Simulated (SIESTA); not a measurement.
Band structure of Ge₃Rh (I4/mmm, 4 atoms in the cell).

```xyz
4
Lattice="-2.1226 2.1226 3.7377 2.1226 -2.1226 3.7377 2.1226 2.1226 -3.7377" Properties=species:S:1:pos:R:3 pbc="T T T"
Ge     0.0000     2.1226     1.8688
Ge     2.1226     0.0000     1.8688
Ge     0.0000     0.0000     3.7377
Rh     0.0000     0.0000     0.0000
```

Method: LDA PW92, numerical atomic orbitals DZP, PseudoDojo LDA standard norm-conserving potentials (rewritten from UPF to PSML) (SIESTA).

Settings: XC.functional = LDA; XC.authors = PW92; potentials = PseudoDojo LDA standard; PAO.BasisSize = DZP; PAO.EnergyShift = 0.005 Ry; MeshCutoff = 400 Ry; kgrid.MonkhorstPack = 8 8 8; OccupationFunction = MP; OccupationMPOrder = 0; ElectronicTemperature = 580.23 K; MaxSCFIterations = 150; SCF.Mixer.Method = Pulay; SCF.Mixer.Weight = 0.1; SCF.Mixer.History = 6.

The starting cell comes from a database of computed structures (which also holds hypothetical and non-ambient phases and stackings), without a prior relaxation at this level. Spin polarisation is off. Values carry the incompleteness of an atom-centred basis.

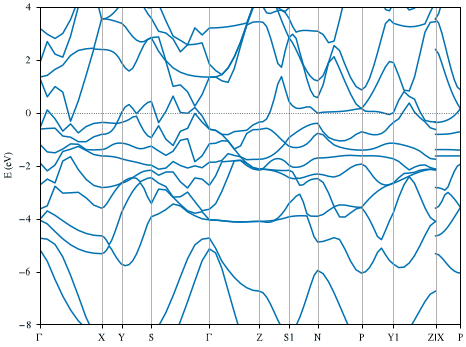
Fig. 1. Bands along the path, energies from the Fermi level.

Levels in eV from the Fermi level, bands 26 to 31:
```tsv
point	26	27	28	29	30	31
Γ	-2.75	-1.88	-1.18	-0.63	-0.63	1.34
X	-2.83	-1.64	-1.40	-0.82	-0.37	2.38
Y	-2.65	-1.75	-1.16	-0.37	0.00	1.88
S	-2.18	-1.99	-1.27	-0.95	0.42	2.83
Z	-2.13	-2.13	-1.76	-0.64	-0.36	3.43
S1	-2.18	-1.99	-1.27	-0.95	0.42	2.83
N	-2.32	-1.72	-0.78	-0.40	-0.02	0.56
P	-1.95	-1.64	-1.42	-0.73	0.15	0.15
Y1	-2.65	-1.75	-1.16	-0.37	0.00	1.88
```

Bands cross the Fermi level along this path, so the cell is metallic at this level.

Higher empty bands are left out: an atom-centred basis made for the valence describes them poorly.
